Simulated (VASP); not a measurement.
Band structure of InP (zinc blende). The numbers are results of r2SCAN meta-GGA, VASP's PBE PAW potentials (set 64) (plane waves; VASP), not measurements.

Unless said otherwise, spin-orbit coupling is left out, though it shifts the bands of the heavy elements here.

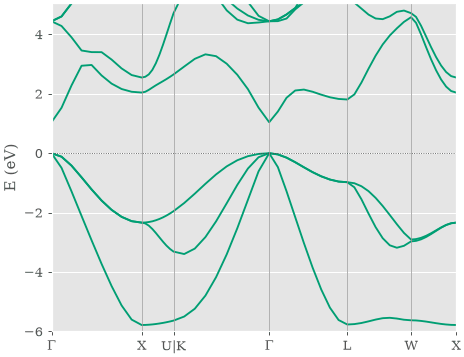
*Bands along high-symmetry lines, zero at the valence-band maximum or, without a gap, the Fermi level*

Problem. Read the plot: is there a gap, and where are the band edges?

Solution. The gap is direct, 1.04 eV, from the valence maximum at Γ to the conduction minimum at Γ.

Measured: gap 1.47 eV (computed value off by -0.43 eV), as given by Wei Chen et al., Physical Review Materials (2018), doi:10.1103/physrevmaterials.2.073803 [zero-point renormalisation of 0.05 eV added back (the table's ZPR column)].

The compound is InP in the zinc blende structure. It was relaxed first.
